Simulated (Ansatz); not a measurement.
Input

```
crystal:
  periodic: [false, false, false]
  atoms:
    - {symbol: B, position_ang: [-1.001148, -0.531022, 2.711704]}
    - {symbol: In, position_ang: [1.814690, -1.909258, 1.999187]}
    - {symbol: O, position_ang: [0.648600, -1.179305, 0.366265]}
    - {symbol: Si, position_ang: [-0.792214, -0.461174, 0.573769]}
    - {symbol: H, position_ang: [-0.069993, 0.145681, 3.112912]}
    - {symbol: H, position_ang: [-1.024687, -1.724563, 2.958374]}
    - {symbol: H, position_ang: [-1.952938, -1.207277, 0.002117]}
    - {symbol: H, position_ang: [-2.067735, 0.031901, 2.488428]}
    - {symbol: H, position_ang: [-0.837008, 0.979532, 0.182496]}
basis:
  gaussian:
    orbitals: def2-TZVPD
magnetization:
  spin_polarized: true
  initial_magnetization: 1
hamiltonian:
  xc: pbe0
output:
  forces: true
  orbitals: {seedname: orbitals}
```

Run with:

```sh
ansatz run input.yaml --threads 2 --pin off --max-ram 4350MiB --events-out events.jsonl --progress --plain --runs-dir runs
```

Geometry: PBE0-D3(BJ)/def2-SVP; core potentials replace the inner electrons of In.

Theory: isolated molecule in a Gaussian basis; Kohn-Sham density functional theory, functional PBE0 (Ansatz 0.2.0).

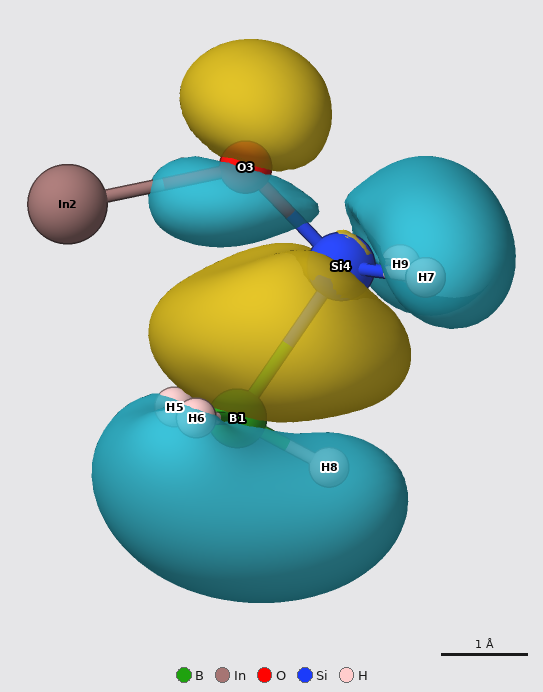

BH5InOSi (doublet). The LUMO (β) at ±0.06 Å⁻³ᐟ² (yellow and cyan are the two phases), seen across its widest extent.

Question: Describe this orbital and give its energy.

Answer: By Hirshfeld shares it lies mainly on B1 (about 35 %), Si4 (about 30 %), O3 (about 15 %) and H8 (about 10 %). Its energy is −3.33 eV.
